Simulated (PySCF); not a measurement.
# CH$_{3}$ClSi: frequency calculation (part 1 of 2)

- system: CH$_{3}$ClSi, multiplicity 3, SMILES [SiH3][C]Cl
- method: HF/6-31G**, UHF, dispersion D3(0) (PySCF 2.14.0)

The geometry was optimised with HF/6-31G** symmetrised.

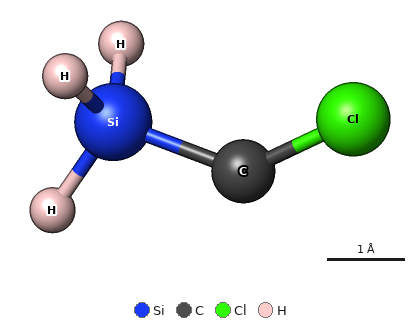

*The structure (ball-and-stick view, seen at a tilt).*

Bond lengths as drawn: C–Cl 1.69 Å, C–Si 1.86 Å and H–Si 1.47 to 1.48 Å.

## Input (input.py)
```python
# [SiH3][C]Cl
import numpy
from pyscf import gto, scf, symm
from pyscf.hessian import thermo

mol = gto.Mole()
mol.atom = 'geometry.xyz'
mol.verbose = 4
mol.charge = 0
mol.max_memory = 1860
mol.spin = 2
mol.basis = '6-31g**'
mol.cart = True
mol.build()

mf = scf.UHF(mol)
mf.disp = 'd3zero'
mf.max_cycle = 100
mf.kernel()
if not mf.converged:
    mf = mf.newton().run(mf.mo_coeff, mf.mo_occ)

e_final = mf.e_tot
print('Final energy', e_final)
hess = mf.Hessian().kernel()
modes = thermo.harmonic_analysis(mol, hess)
print('frequencies (1/cm)', numpy.round(modes['freq_wavenumber'], 1))
symm.geom.TOLERANCE = 1e-3  # for the symmetry number
th = thermo.thermo(mf, modes['freq_au'], 298.15, 101325)
thermo.dump_thermo(mol, th)
```

## File geometry.xyz
```
6
CH3ClSi
Si    -0.308484     1.563674    -0.683430
C     -0.557827    -0.117368     0.073282
Cl     0.455012    -1.369310     0.591447
H      0.397551     1.433288    -1.971299
H     -1.643436     2.147572    -0.890122
H      0.484183     2.410797     0.228047
```

Run on 1 thread of Arm Neoverse V1, 24 GiB of memory available, shared host.

Command:
```bash
OMP_NUM_THREADS=1 python input.py
```

## Log
```
PySCF version 2.14.0

[INPUT] num. atoms = 6
[INPUT] num. electrons = 40
[INPUT] charge = 0
[INPUT] spin (= nelec alpha-beta = 2S) = 2
[INPUT] symmetry False subgroup None
[INPUT] Mole.unit = angstrom
[INPUT] Cartesian GTO integrals (6d 10f)
[INPUT] Symbol           X                Y                Z      unit          X                Y                Z       unit  Magmom
[INPUT]  1 Si    -0.308484000000   1.563674000000  -0.683430000000 AA   -0.582950273810   2.954915608103  -1.291495525312 Bohr   0.0
[INPUT]  2 C     -0.557827000000  -0.117368000000   0.073282000000 AA   -1.054140254888  -0.221793375788   0.138482909860 Bohr   0.0
[INPUT]  3 Cl     0.455012000000  -1.369310000000   0.591447000000 AA    0.859848063391  -2.587620879628   1.117672847196 Bohr   0.0
[INPUT]  4 H      0.397551000000   1.433288000000  -1.971299000000 AA    0.751262510547   2.708521777626  -3.725215219629 Bohr   0.0
[INPUT]  5 H     -1.643436000000   2.147572000000  -0.890122000000 AA   -3.105643943251   4.058322912784  -1.682086797450 Bohr   0.0
[INPUT]  6 H      0.484183000000   2.410797000000   0.228047000000 AA    0.914973264170   4.555746071923   0.430946373529 Bohr   0.0

nuclear repulsion = 120.146181724747
number of shells = 31
number of NR pGTOs = 153
number of NR cGTOs = 68
basis = 6-31g**
ecp = {}

******** <class 'pyscf.scf.uhf.UHF'> ********
method = UHF
initial guess = minao
damping factor = 0
level_shift factor = 0
DIIS = <class 'pyscf.scf.diis.CDIIS'>
diis_start_cycle = 1
diis_space = 8
diis_damp = 0
SCF conv_tol = 1e-09
SCF conv_tol_grad = None
SCF max_cycles = 100
direct_scf = True
direct_scf_tol = 1e-13
number electrons alpha = 21  beta = 19
Set gradient conv threshold to 3.16228e-05
Calc dispersion correction with DFTD3.
Parameters: xc=hf, version=d3zero, atm=False
init E= -787.859860456085
  alpha nocc = 21  HOMO = -0.0791542254389626  LUMO = 0.0827084940359546
  beta  nocc = 19  HOMO = -0.397779189628115  LUMO = -0.12170557095371

WARN: HOMO -0.0791542254389626 >= LUMO -0.12170557095371

cycle= 1 E= -787.841424587466  delta_E= 0.0184  |g|= 0.273  |ddm|= 1.68
  alpha nocc = 21  HOMO = -0.389566042416511  LUMO = 0.117376266020138
  beta  nocc = 19  HOMO = -0.485661083011758  LUMO = 0.00372705064573164
  HOMO = -0.389566042417  LUMO = 0.00372705064573  gap/eV = 10.70205
cycle= 2 E= -787.906295024153  delta_E= -0.0649  |g|= 0.137  |ddm|= 0.508
  alpha nocc = 21  HOMO = -0.354196879341725  LUMO = 0.143989852915506
  beta  nocc = 19  HOMO = -0.474610981757069  LUMO = 0.0765887003857548
  HOMO = -0.354196879342  LUMO = 0.0765887003858  gap/eV = 11.72227
cycle= 3 E= -787.921209039416  delta_E= -0.0149  |g|= 0.0544  |ddm|= 0.159
  alpha nocc = 21  HOMO = -0.368040795732372  LUMO = 0.14760870933753
  beta  nocc = 19  HOMO = -0.468837672673493  LUMO = 0.0905234927368461
  HOMO = -0.368040795732  LUMO = 0.0905234927368  gap/eV = 12.47817
cycle= 4 E= -787.926644537702  delta_E= -0.00544  |g|= 0.0196  |ddm|= 0.147
  alpha nocc = 21  HOMO = -0.372936594920916  LUMO = 0.145551017768914
  beta  nocc = 19  HOMO = -0.473887253473375  LUMO = 0.0914271732076761
  HOMO = -0.372936594921  LUMO = 0.0914271732077  gap/eV = 12.63598
cycle= 5 E= -787.927494551814  delta_E= -0.00085  |g|= 0.00925  |ddm|= 0.0519
  alpha nocc = 21  HOMO = -0.372561783488906  LUMO = 0.145838095730406
  beta  nocc = 19  HOMO = -0.472627015686102  LUMO = 0.0931948263559876
  HOMO = -0.372561783489  LUMO = 0.093194826356  gap/eV = 12.67388
cycle= 6 E= -787.927703489471  delta_E= -0.000209  |g|= 0.00312  |ddm|= 0.0308
  alpha nocc = 21  HOMO = -0.372990161890788  LUMO = 0.146274026562323
  beta  nocc = 19  HOMO = -0.472975452347796  LUMO = 0.0937028096925427
  HOMO = -0.372990161891  LUMO = 0.0937028096925  gap/eV = 12.69936
cycle= 7 E= -787.927727590957  delta_E= -2.41e-05  |g|= 0.0011  |ddm|= 0.0118
  alpha nocc = 21  HOMO = -0.372922437423751  LUMO = 0.146181717258637
  beta  nocc = 19  HOMO = -0.472957484454904  LUMO = 0.0936154768514657
  HOMO = -0.372922437424  LUMO = 0.0936154768515  gap/eV = 12.69514
cycle= 8 E= -787.927730364137  delta_E= -2.77e-06  |g|= 0.00042  |ddm|= 0.00419
  alpha nocc = 21  HOMO = -0.372920818316762  LUMO = 0.146203681739183
  beta  nocc = 19  HOMO = -0.473007283579692  LUMO = 0.0935986131463711
  HOMO = -0.372920818317  LUMO = 0.0935986131464  gap/eV = 12.69464
cycle= 9 E= -787.927730761503  delta_E= -3.97e-07  |g|= 0.000168  |ddm|= 0.00165
  alpha nocc = 21  HOMO = -0.372913002451739  LUMO = 0.146202773994175
  beta  nocc = 19  HOMO = -0.472991099406174  LUMO = 0.0936211357728594
  HOMO = -0.372913002452  LUMO = 0.0936211357729  gap/eV = 12.69504
cycle= 10 E= -787.927730827942  delta_E= -6.64e-08  |g|= 5.71e-05  |ddm|= 0.000701
  alpha nocc = 21  HOMO = -0.372914132641374  LUMO = 0.14620518620561
  beta  nocc = 19  HOMO = -0.472989354355573  LUMO = 0.0936208330985346
  HOMO = -0.372914132641  LUMO = 0.0936208330985  gap/eV = 12.69506
cycle= 11 E= -787.927730835347  delta_E= -7.41e-09  |g|= 1.82e-05  |ddm|= 0.000222
  alpha nocc = 21  HOMO = -0.372913444670795  LUMO = 0.146205808023422
  beta  nocc = 19  HOMO = -0.472988931726268  LUMO = 0.0936220117288133
  HOMO = -0.372913444671  LUMO = 0.0936220117288  gap/eV = 12.69508
cycle= 12 E= -787.927730836057  delta_E= -7.1e-10  |g|= 6.35e-06  |ddm|= 5.95e-05
  alpha nocc = 21  HOMO = -0.372913837018415  LUMO = 0.146205537382816
  beta  nocc = 19  HOMO = -0.47298976575643  LUMO = 0.09362167834343
  HOMO = -0.372913837018  LUMO = 0.0936216783434  gap/eV = 12.69508
```

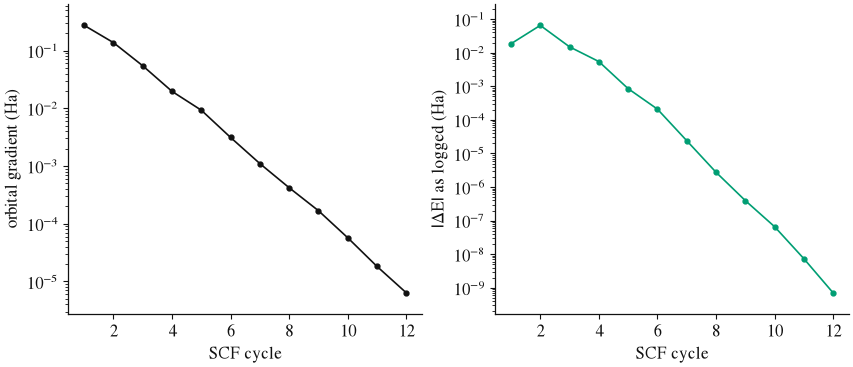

*Convergence of the self-consistent field: orbital gradient and size of the energy change against the SCF cycle.*

The residual falls at every step.

```
Extra cycle  E= -787.927730836124  delta_E= -6.75e-11  |g|= 3.92e-06  |ddm|= 1.22e-05
converged SCF energy = -787.927730836124  <S^2> = 2.0232702  2S+1 = 3.0154735
Final energy -787.9277308361242
Calc dispersion correction with DFTD3.
Parameters: xc=hf, version=d3zero, atm=False

WARN: DFTD3 does not support analytical Hessian, using finite difference

WARN: Mole.unit (angstrom) is changed to Bohr

New geometry
   1 Si    -0.308478708228   1.563674000000  -0.683430000000 AA   -0.582940273810   2.954915608103  -1.291495525312 Bohr
   2 C     -0.557827000000  -0.117368000000   0.073282000000 AA   -1.054140254888  -0.221793375788   0.138482909860 Bohr
   3 Cl     0.455012000000  -1.369310000000   0.591447000000 AA    0.859848063391  -2.587620879628   1.117672847196 Bohr
   4 H      0.397551000000   1.433288000000  -1.971299000000 AA    0.751262510547   2.708521777626  -3.725215219629 Bohr
   5 H     -1.643436000000   2.147572000000  -0.890122000000 AA   -3.105643943251   4.058322912784  -1.682086797450 Bohr
   6 H      0.484183000000   2.410797000000   0.228047000000 AA    0.914973264170   4.555746071923   0.430946373529 Bohr
New geometry
   1 Si    -0.308489291772   1.563674000000  -0.683430000000 AA   -0.582960273810   2.954915608103  -1.291495525312 Bohr
   2 C     -0.557827000000  -0.117368000000   0.073282000000 AA   -1.054140254888  -0.221793375788   0.138482909860 Bohr
   3 Cl     0.455012000000  -1.369310000000   0.591447000000 AA    0.859848063391  -2.587620879628   1.117672847196 Bohr
   4 H      0.397551000000   1.433288000000  -1.971299000000 AA    0.751262510547   2.708521777626  -3.725215219629 Bohr
   5 H     -1.643436000000   2.147572000000  -0.890122000000 AA   -3.105643943251   4.058322912784  -1.682086797450 Bohr
   6 H      0.484183000000   2.410797000000   0.228047000000 AA    0.914973264170   4.555746071923   0.430946373529 Bohr
New geometry
   1 Si    -0.308484000000   1.563679291772  -0.683430000000 AA   -0.582950273810   2.954925608103  -1.291495525312 Bohr
   2 C     -0.557827000000  -0.117368000000   0.073282000000 AA   -1.054140254888  -0.221793375788   0.138482909860 Bohr
   3 Cl     0.455012000000  -1.369310000000   0.591447000000 AA    0.859848063391  -2.587620879628   1.117672847196 Bohr
   4 H      0.397551000000   1.433288000000  -1.971299000000 AA    0.751262510547   2.708521777626  -3.725215219629 Bohr
   5 H     -1.643436000000   2.147572000000  -0.890122000000 AA   -3.105643943251   4.058322912784  -1.682086797450 Bohr
   6 H      0.484183000000   2.410797000000   0.228047000000 AA    0.914973264170   4.555746071923   0.430946373529 Bohr
New geometry
   1 Si    -0.308484000000   1.563668708228  -0.683430000000 AA   -0.582950273810   2.954905608103  -1.291495525312 Bohr
   2 C     -0.557827000000  -0.117368000000   0.073282000000 AA   -1.054140254888  -0.221793375788   0.138482909860 Bohr
   3 Cl     0.455012000000  -1.369310000000   0.591447000000 AA    0.859848063391  -2.587620879628   1.117672847196 Bohr
   4 H      0.397551000000   1.433288000000  -1.971299000000 AA    0.751262510547   2.708521777626  -3.725215219629 Bohr
   5 H     -1.643436000000   2.147572000000  -0.890122000000 AA   -3.105643943251   4.058322912784  -1.682086797450 Bohr
   6 H      0.484183000000   2.410797000000   0.228047000000 AA    0.914973264170   4.555746071923   0.430946373529 Bohr
New geometry
   1 Si    -0.308484000000   1.563674000000  -0.683424708228 AA   -0.582950273810   2.954915608103  -1.291485525312 Bohr
   2 C     -0.557827000000  -0.117368000000   0.073282000000 AA   -1.054140254888  -0.221793375788   0.138482909860 Bohr
   3 Cl     0.455012000000  -1.369310000000   0.591447000000 AA    0.859848063391  -2.587620879628   1.117672847196 Bohr
   4 H      0.397551000000   1.433288000000  -1.971299000000 AA    0.751262510547   2.708521777626  -3.725215219629 Bohr
   5 H     -1.643436000000   2.147572000000  -0.890122000000 AA   -3.105643943251   4.058322912784  -1.682086797450 Bohr
   6 H      0.484183000000   2.410797000000   0.228047000000 AA    0.914973264170   4.555746071923   0.430946373529 Bohr
New geometry
   1 Si    -0.308484000000   1.563674000000  -0.683435291772 AA   -0.582950273810   2.954915608103  -1.291505525311 Bohr
   2 C     -0.557827000000  -0.117368000000   0.073282000000 AA   -1.054140254888  -0.221793375788   0.138482909860 Bohr
   3 Cl     0.455012000000  -1.369310000000   0.591447000000 AA    0.859848063391  -2.587620879628   1.117672847196 Bohr
   4 H      0.397551000000   1.433288000000  -1.971299000000 AA    0.751262510547   2.708521777626  -3.725215219629 Bohr
   5 H     -1.643436000000   2.147572000000  -0.890122000000 AA   -3.105643943251   4.058322912784  -1.682086797450 Bohr
   6 H      0.484183000000   2.410797000000   0.228047000000 AA    0.914973264170   4.555746071923   0.430946373529 Bohr
New geometry
   1 Si    -0.308484000000   1.563674000000  -0.683430000000 AA   -0.582950273810   2.954915608103  -1.291495525311 Bohr
   2 C     -0.557821708228  -0.117368000000   0.073282000000 AA   -1.054130254888  -0.221793375788   0.138482909860 Bohr
   3 Cl     0.455012000000  -1.369310000000   0.591447000000 AA    0.859848063391  -2.587620879628   1.117672847196 Bohr
   4 H      0.397551000000   1.433288000000  -1.971299000000 AA    0.751262510547   2.708521777626  -3.725215219629 Bohr
   5 H     -1.643436000000   2.147572000000  -0.890122000000 AA   -3.105643943251   4.058322912784  -1.682086797450 Bohr
   6 H      0.484183000000   2.410797000000   0.228047000000 AA    0.914973264170   4.555746071923   0.430946373529 Bohr
New geometry
   1 Si    -0.308484000000   1.563674000000  -0.683430000000 AA   -0.582950273810   2.954915608103  -1.291495525311 Bohr
   2 C     -0.557832291772  -0.117368000000   0.073282000000 AA   -1.054150254888  -0.221793375788   0.138482909860 Bohr
   3 Cl     0.455012000000  -1.369310000000   0.591447000000 AA    0.859848063391  -2.587620879628   1.117672847196 Bohr
   4 H      0.397551000000   1.433288000000  -1.971299000000 AA    0.751262510547   2.708521777626  -3.725215219629 Bohr
   5 H     -1.643436000000   2.147572000000  -0.890122000000 AA   -3.105643943251   4.058322912784  -1.682086797450 Bohr
   6 H      0.484183000000   2.410797000000   0.228047000000 AA    0.914973264170   4.555746071923   0.430946373529 Bohr
New geometry
   1 Si    -0.308484000000   1.563674000000  -0.683430000000 AA   -0.582950273810   2.954915608103  -1.291495525311 Bohr
   2 C     -0.557827000000  -0.117362708228   0.073282000000 AA   -1.054140254888  -0.221783375788   0.138482909860 Bohr
   3 Cl     0.455012000000  -1.369310000000   0.591447000000 AA    0.859848063391  -2.587620879628   1.117672847196 Bohr
   4 H      0.397551000000   1.433288000000  -1.971299000000 AA    0.751262510547   2.708521777626  -3.725215219629 Bohr
   5 H     -1.643436000000   2.147572000000  -0.890122000000 AA   -3.105643943251   4.058322912784  -1.682086797450 Bohr
   6 H      0.484183000000   2.410797000000   0.228047000000 AA    0.914973264170   4.555746071923   0.430946373529 Bohr
New geometry
   1 Si    -0.308484000000   1.563674000000  -0.683430000000 AA   -0.582950273810   2.954915608103  -1.291495525311 Bohr
   2 C     -0.557827000000  -0.117373291772   0.073282000000 AA   -1.054140254888  -0.221803375788   0.138482909860 Bohr
   3 Cl     0.455012000000  -1.369310000000   0.591447000000 AA    0.859848063391  -2.587620879628   1.117672847196 Bohr
   4 H      0.397551000000   1.433288000000  -1.971299000000 AA    0.751262510547   2.708521777626  -3.725215219629 Bohr
   5 H     -1.643436000000   2.147572000000  -0.890122000000 AA   -3.105643943251   4.058322912784  -1.682086797450 Bohr
   6 H      0.484183000000   2.410797000000   0.228047000000 AA    0.914973264170   4.555746071923   0.430946373529 Bohr
New geometry
   1 Si    -0.308484000000   1.563674000000  -0.683430000000 AA   -0.582950273810   2.954915608103  -1.291495525311 Bohr
   2 C     -0.557827000000  -0.117368000000   0.073287291772 AA   -1.054140254888  -0.221793375788   0.138492909860 Bohr
   3 Cl     0.455012000000  -1.369310000000   0.591447000000 AA    0.859848063391  -2.587620879628   1.117672847196 Bohr
   4 H      0.397551000000   1.433288000000  -1.971299000000 AA    0.751262510547   2.708521777626  -3.725215219629 Bohr
   5 H     -1.643436000000   2.147572000000  -0.890122000000 AA   -3.105643943251   4.058322912784  -1.682086797450 Bohr
   6 H      0.484183000000   2.410797000000   0.228047000000 AA    0.914973264170   4.555746071923   0.430946373529 Bohr
New geometry
   1 Si    -0.308484000000   1.563674000000  -0.683430000000 AA   -0.582950273810   2.954915608103  -1.291495525311 Bohr
   2 C     -0.557827000000  -0.117368000000   0.073276708228 AA   -1.054140254888  -0.221793375788   0.138472909860 Bohr
   3 Cl     0.455012000000  -1.369310000000   0.591447000000 AA    0.859848063391  -2.587620879628   1.117672847196 Bohr
   4 H      0.397551000000   1.433288000000  -1.971299000000 AA    0.751262510547   2.708521777626  -3.725215219629 Bohr
   5 H     -1.643436000000   2.147572000000  -0.890122000000 AA   -3.105643943251   4.058322912784  -1.682086797450 Bohr
   6 H      0.484183000000   2.410797000000   0.228047000000 AA    0.914973264170   4.555746071923   0.430946373529 Bohr
New geometry
   1 Si    -0.308484000000   1.563674000000  -0.683430000000 AA   -0.582950273810   2.954915608103  -1.291495525311 Bohr
   2 C     -0.557827000000  -0.117368000000   0.073282000000 AA   -1.054140254888  -0.221793375788   0.138482909860 Bohr
   3 Cl     0.455017291772  -1.369310000000   0.591447000000 AA    0.859858063391  -2.587620879628   1.117672847196 Bohr
   4 H      0.397551000000   1.433288000000  -1.971299000000 AA    0.751262510547   2.708521777626  -3.725215219629 Bohr
   5 H     -1.643436000000   2.147572000000  -0.890122000000 AA   -3.105643943251   4.058322912784  -1.682086797450 Bohr
   6 H      0.484183000000   2.410797000000   0.228047000000 AA    0.914973264170   4.555746071923   0.430946373529 Bohr
New geometry
   1 Si    -0.308484000000   1.563674000000  -0.683430000000 AA   -0.582950273810   2.954915608103  -1.291495525311 Bohr
   2 C     -0.557827000000  -0.117368000000   0.073282000000 AA   -1.054140254888  -0.221793375788   0.138482909860 Bohr
   3 Cl     0.455006708228  -1.369310000000   0.591447000000 AA    0.859838063391  -2.587620879628   1.117672847196 Bohr
   4 H      0.397551000000   1.433288000000  -1.971299000000 AA    0.751262510547   2.708521777626  -3.725215219629 Bohr
   5 H     -1.643436000000   2.147572000000  -0.890122000000 AA   -3.105643943251   4.058322912784  -1.682086797450 Bohr
   6 H      0.484183000000   2.410797000000   0.228047000000 AA    0.914973264170   4.555746071923   0.430946373529 Bohr
New geometry
   1 Si    -0.308484000000   1.563674000000  -0.683430000000 AA   -0.582950273810   2.954915608103  -1.291495525311 Bohr
   2 C     -0.557827000000  -0.117368000000   0.073282000000 AA   -1.054140254888  -0.221793375788   0.138482909860 Bohr
   3 Cl     0.455012000000  -1.369304708228   0.591447000000 AA    0.859848063391  -2.587610879628   1.117672847196 Bohr
   4 H      0.397551000000   1.433288000000  -1.971299000000 AA    0.751262510547   2.708521777626  -3.725215219629 Bohr
   5 H     -1.643436000000   2.147572000000  -0.890122000000 AA   -3.105643943251   4.058322912784  -1.682086797450 Bohr
   6 H      0.484183000000   2.410797000000   0.228047000000 AA    0.914973264170   4.555746071923   0.430946373529 Bohr
New geometry
   1 Si    -0.308484000000   1.563674000000  -0.683430000000 AA   -0.582950273810   2.954915608103  -1.291495525311 Bohr
   2 C     -0.557827000000  -0.117368000000   0.073282000000 AA   -1.054140254888  -0.221793375788   0.138482909860 Bohr
   3 Cl     0.455012000000  -1.369315291772   0.591447000000 AA    0.859848063391  -2.587630879628   1.117672847196 Bohr
   4 H      0.397551000000   1.433288000000  -1.971299000000 AA    0.751262510547   2.708521777626  -3.725215219629 Bohr
   5 H     -1.643436000000   2.147572000000  -0.890122000000 AA   -3.105643943251   4.058322912784  -1.682086797450 Bohr
   6 H      0.484183000000   2.410797000000   0.228047000000 AA    0.914973264170   4.555746071923   0.430946373529 Bohr
New geometry
```
